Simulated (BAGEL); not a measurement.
# CH3ClO2Si (SMILES ClC1O[SiH2]O1) at B3LYP/6-31G(d) (density fitting with qzvpp-jkfit, spherical functions)

What is the energy change on altering one bond length of CH3ClO2Si at B3LYP/6-31G* (density fitting with qzvpp-jkfit, spherical functions)? 

The calculation is run with BAGEL 1.2.2.

2 further runs of the same task are left out: 1 that didn't finish, 1 set aside as unsound or not needed. Runs told in other sessions of the task aren't counted.

## 1. The structure to begin with

The species is CH3ClO2Si (8 atoms), meant as a singlet with charge 0. As SMILES, `ClC1O[SiH2]O1`. Geometry: relaxed at PBE0-D4/def2-TZVP.

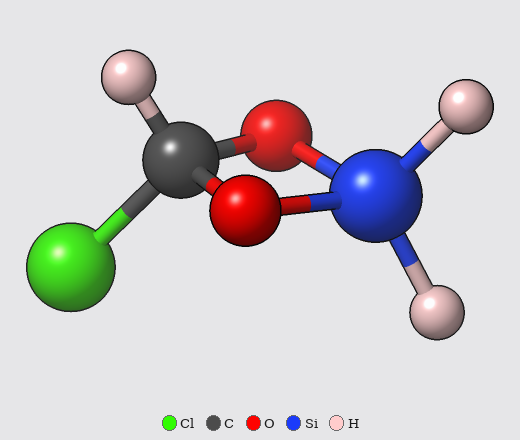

The structure, seen from a chosen angle (chlorine green, carbon dark grey, oxygen red, silicon blue, hydrogen pink).

## 2. A single-point energy at B3LYP/6-31G(d) (density fitting with qzvpp-jkfit, spherical functions)

dft.json

```json
{ "bagel" : [

{
  "title" : "molecule",
  "basis" : "6-31gs.json",
  "df_basis" : "qzvpp-jkfit",
  "angstrom" : "true",
  "geometry" : [
    { "atom" : "Cl", "xyz" : [      -2.195900,       0.509700,       0.974400 ] },
    { "atom" : "C", "xyz" : [      -0.524200,       0.766600,       0.397600 ] },
    { "atom" : "O", "xyz" : [       0.378500,      -0.100700,       1.032000 ] },
    { "atom" : "Si", "xyz" : [       0.716100,      -0.757900,      -0.470600 ] },
    { "atom" : "O", "xyz" : [      -0.384400,       0.408700,      -0.952100 ] },
    { "atom" : "H", "xyz" : [      -0.298600,       1.817300,       0.580700 ] },
    { "atom" : "H", "xyz" : [       2.098700,      -0.537900,      -0.945700 ] },
    { "atom" : "H", "xyz" : [       0.301900,      -2.163000,      -0.672100 ] }
  ]
},

{ "title" : "ks", "xc_func" : "b3lyp" },

{ "title" : "print", "file" : "orbitals.molden", "orbitals" : "true" }

]}
```

The basis set 6-31G* is read from a file made from the Basis Set Exchange's data (not shown).

Started as:

```console
$ BAGEL_NUM_THREADS=1 BAGEL dft.json > dft.out
```

The log of the run:

```text
* using 1 threads per process

  ===============================================================
  ===============================================================

  *** Geometry ***

  { "atom" : "Cl", "xyz" : [     -4.149650,      0.963193,      1.841349 ] },
  { "atom" : "C", "xyz" : [     -0.990594,      1.448664,      0.751355 ] },
  { "atom" : "O", "xyz" : [      0.715261,     -0.190295,      1.950197 ] },
  { "atom" : "Si", "xyz" : [      1.353233,     -1.432223,     -0.889305 ] },
  { "atom" : "O", "xyz" : [     -0.726411,      0.772331,     -1.799208 ] },
  { "atom" : "H", "xyz" : [     -0.564272,      3.434199,      1.097364 ] },
  { "atom" : "H", "xyz" : [      3.965968,     -1.016484,     -1.787114 ] },
  { "atom" : "H", "xyz" : [      0.570508,     -4.087478,     -1.270085 ] },

  Number of auxiliary basis functions:      539

  Since a DF basis is specified, we compute 2- and 3-index integrals:
    o Being stored without compression. Storage requirement is 0.030 GB

  Number of basis functions:       84
  Number of electrons      :       56

    * METHOD: MOLECULE                             0.30

  *** Kohn-Sham DFT ***

    * Removing 16517 points whose weight is below 1.00e-10
    * Grid points: 102731

  === Nuclear Repulsion ===
   300.1253325224

       - DIIS with orbital gradients will be used.

  === KS iteration (b3lyp / 6-31gs.json) ===
      0       -907.02363913          0.14307357           0.43
      1       -885.07118298          0.12612714           0.42
      2       -889.64891204          0.19533038           0.40
      3       -922.67223086          0.12423808           0.41
      4       -924.04648866          0.13719659           0.41
      5       -928.26535263          0.10410917           0.41
      6       -930.71330711          0.10755616           0.40
      7       -900.92628626          0.17154633           0.40
      8       -939.88110078          0.02091036           0.39
      9       -939.88028162          0.02017581           0.42
     10       -940.04581563          0.00709479           0.42
     11       -940.06846397          0.00255778           0.41
     12       -940.07182172          0.00112572           0.43
     13       -940.07281626          0.00015267           0.41
     14       -940.07283816          0.00002119           0.41
     15       -940.07283865          0.00000746           0.42
     16       -940.07283870          0.00000154           0.41
     17       -940.07283870          0.00000101           0.43
     18       -940.07283870          0.00000028           0.42
     19       -940.07283870          0.00000010           0.43
     20       -940.07283870          0.00000003           0.42
     21       -940.07283870          0.00000001           0.43
    * SCF iteration converged.

    * Permanent dipole moment:
           (   -0.882984,     0.240089,     0.401135) a.u.

    * METHOD: KS                                   9.60

    * METHOD: PRINT                                0.01

  ===============================================================
```

It took 10 s on 1 thread of Arm Neoverse V2, shared host; peak memory 0.44 GiB.

## 3. The distorted shape at the same level

dft.json

```json
{ "bagel": [

{
  "title": "molecule",
  "basis": "6-31gs.json",
  "df_basis": "qzvpp-jkfit",
  "angstrom": true,
  "geometry": [
    { "atom": "Cl", "xyz": [   -1.988802,    1.212243,    1.075149 ] },
    { "atom": "C", "xyz": [   -0.317102,    1.469143,    0.498349 ] },
    { "atom": "O", "xyz": [    0.585598,    0.601843,    1.132749 ] },
    { "atom": "Si", "xyz": [    0.923198,   -0.055357,   -0.369851 ] },
    { "atom": "O", "xyz": [   -0.177302,    1.111243,   -0.851351 ] },
    { "atom": "H", "xyz": [   -0.091502,    2.519843,    0.681449 ] },
    { "atom": "H", "xyz": [    2.305798,    0.164643,   -0.844951 ] },
    { "atom": "H", "xyz": [    0.301900,   -2.163000,   -0.672100 ] }
  ]
},
{
  "title": "ks",
  "xc_func": "b3lyp"
},
{
  "title": "print",
  "file": "orbitals.molden",
  "orbitals": true
}

]}
```

The basis set 6-31G* is read from a file made from the Basis Set Exchange's data (not shown).

Started as:

```console
$ BAGEL_NUM_THREADS=1 BAGEL dft.json > dft.out
```

The log of the run:

```text
* using 1 threads per process

  ===============================================================
  ===============================================================

  *** Geometry ***

  { "atom" : "Cl", "xyz" : [     -3.758291,      2.290807,      2.031737 ] },
  { "atom" : "C", "xyz" : [     -0.599236,      2.776278,      0.941743 ] },
  { "atom" : "O", "xyz" : [      1.106620,      1.137318,      2.140585 ] },
  { "atom" : "Si", "xyz" : [      1.744591,     -0.104610,     -0.698917 ] },
  { "atom" : "O", "xyz" : [     -0.335052,      2.099945,     -1.608820 ] },
  { "atom" : "H", "xyz" : [     -0.172914,      4.761813,      1.287752 ] },
  { "atom" : "H", "xyz" : [      4.357327,      0.311130,     -1.596726 ] },
  { "atom" : "H", "xyz" : [      0.570508,     -4.087478,     -1.270085 ] },

  Number of auxiliary basis functions:      539

  Since a DF basis is specified, we compute 2- and 3-index integrals:
    o Being stored without compression. Storage requirement is 0.030 GB

  Number of basis functions:       84
  Number of electrons      :       56

    * METHOD: MOLECULE                             0.31

  *** Kohn-Sham DFT ***

    * Removing 16008 points whose weight is below 1.00e-10
    * Grid points: 103240

  === Nuclear Repulsion ===
   297.4061965163

       - DIIS with orbital gradients will be used.

  === KS iteration (b3lyp / 6-31gs.json) ===
      0       -907.25894579          0.14277541           0.45
      1       -884.87176278          0.12509539           0.41
      2       -889.53171087          0.19130660           0.43
      3       -923.08568975          0.12358291           0.42
      4       -923.46510635          0.13674176           0.40
      5       -928.19818864          0.10515640           0.42
      6       -929.55724268          0.11117035           0.40
      7       -898.30834679          0.18624743           0.42
      8       -939.37736571          0.03487708           0.42
      9       -939.69557970          0.02324736           0.43
     10       -939.91858542          0.01236647           0.43
     11       -939.98356403          0.00534937           0.42
     12       -939.99630344          0.00191454           0.42
     13       -939.99943399          0.00030347           0.41
     14       -939.99952557          0.00007213           0.42
     15       -939.99953111          0.00001918           0.40
     16       -939.99953140          0.00001161           0.42
     17       -939.99953147          0.00000281           0.42
     18       -939.99953147          0.00000080           0.43
     19       -939.99953147          0.00000026           0.43
     20       -939.99953147          0.00000012           0.42
     21       -939.99953147          0.00000003           0.42
     22       -939.99953147          0.00000001           0.40
    * SCF iteration converged.

    * Permanent dipole moment:
           (   -0.938534,    -0.286329,     0.287338) a.u.

    * METHOD: KS                                  10.12

    * METHOD: PRINT                                0.01

  ===============================================================
```

Wall time 11 s (1 thread of Arm Neoverse V2, shared host); peak memory 0.44 GiB.

## 4. Results

At B3LYP/6-31G* (density fitting with qzvpp-jkfit, spherical functions):

| quantity | value |
| --- | --- |
| first shape: total energy | -940.07284 Eh |
| first shape: dipole moment | 2.54 D |
| first shape: HOMO energy | -8.36 eV |
| first shape: LUMO energy | -0.87 eV |
| first shape: HOMO–LUMO gap | 7.49 eV |
| distorted shape: total energy | -939.99953 Eh |
| distorted shape: dipole moment | 2.60 D |
| distorted shape: HOMO energy | -7.88 eV |
| distorted shape: LUMO energy | -1.76 eV |
| distorted shape: HOMO–LUMO gap | 6.12 eV |
| energy change with the Si4–H8 bond stretched from 1.479 to 2.218 Å | 1.995 eV |

In words: With the Si4–H8 bond stretched from 1.479 to 2.218 Å the energy rises by 1.99 eV (46 kcal/mol). The first shape isn't relaxed at this level, so the change isn't measured from a minimum.
